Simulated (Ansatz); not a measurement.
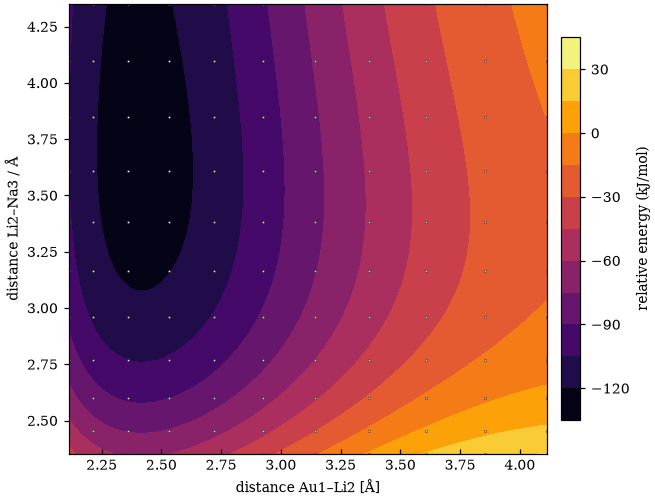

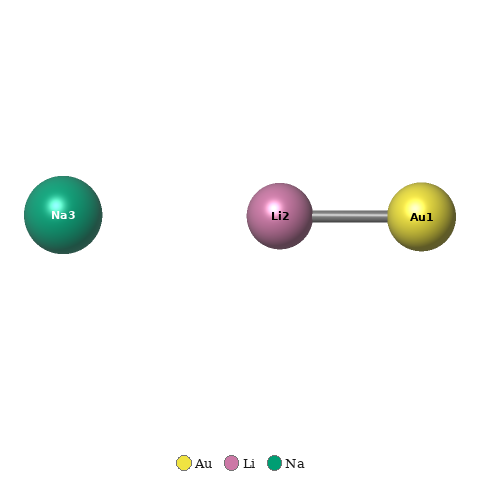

Energy landscape of the system Au + LiNa, spin multiplicity 2. First axis: distance Au1–Li2. Second axis: distance Li2–Na3. Nothing is relaxed (the angle Au1–Li2–Na3 is fixed at 180 degrees). The grid has 11 × 11 points. Energies are in kJ/mol, from Au far from the relaxed LiNa (each part in its own basis). In part of the range the unrestricted reference is strongly spin-contaminated. These are results of UHF/def2-TZVPD in Ansatz, not measurements.

Drawn: filled contours, dots at the grid points. Between grid points the surface is interpolated. The second picture is the structure at the lowest point.

Question: Describe this landscape.

Answer: The lowest grid point is at distance Au1–Li2 = 2.359 Å, distance Li2–Na3 = 3.610 Å, −127 kJ/mol from Au far from the relaxed LiNa (each part in its own basis). No other kind of well shows on this grid. The highest grid point, distance Au1–Li2 = 4.112 Å, distance Li2–Na3 = 2.352 Å, lies 157 kJ/mol above the lowest.

Grid values (kJ/mol):

```tsv
distance Li2–Na3 ↓, distance Au1–Li2 →	2.112	2.212	2.359	2.530	2.720	2.924	3.142	3.370	3.608	3.856	4.112
4.352	−102	−116	−123	−121	−109	−92	−71	−50	−32	−19	−11
4.096	−104	−117	−125	−123	−112	−95	−74	−53	−35	−22	−13
3.848	−105	−118	−126	−124	−114	−97	−77	−56	−38	−24	−15
3.610	−105	−118	−127	−125	−115	−98	−78	−58	−40	−26	−17
3.382	−103	−117	−125	−124	−114	−98	−78	−59	−41	−27	−18
3.164	−99	−113	−122	−120	−110	−95	−76	−56	−39	−26	−17
2.960	−93	−107	−115	−114	−104	−89	−70	−51	−34	−21	−13
2.770	−83	−96	−105	−104	−94	−79	−60	−42	−25	−13	−6
2.599	−69	−83	−92	−90	−80	−65	−47	−28	−13	−2	4
2.452	−54	−67	−76	−74	−64	−49	−30	−13	2	12	18
2.352	−40	−54	−62	−60	−50	−34	−16	1	16	25	31
```

Each point was launched as `ansatz run input.yaml --threads 1 --pin off --max-ram 2560MiB --backend cpu --events-out ev --progress --plain --runs-dir out`. The whole map (121 points run) took 33 min on 1 thread of Arm Neoverse N1, with other jobs on the host.
